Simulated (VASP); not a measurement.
Band structure of SnTe (space group F-43m). Level of theory: modified Becke-Johnson potential (mBJ) with spin-orbit coupling, VASP's PBE PAW potentials (set 64) (plane waves; VASP).

mBJ is a potential without an energy functional, so only the levels count.

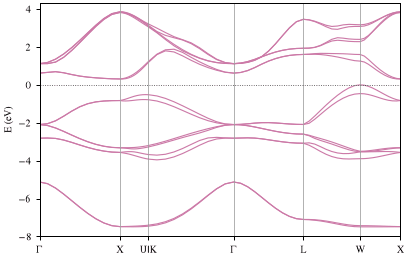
Figure. Bands along high-symmetry lines, zero at the valence-band maximum or, without a gap, the Fermi level

Problem. Read the plot: is there a gap, and where are the band edges?

Solution. The gap is indirect, 0.31 eV, from the valence maximum at W to the conduction minimum at X-U at 0.10.

The structure comes from a computed database's SnTe entry (F-43m); how it stands against other phases isn't given here. It was relaxed first. The cell's shape comes from a PBE relaxation.
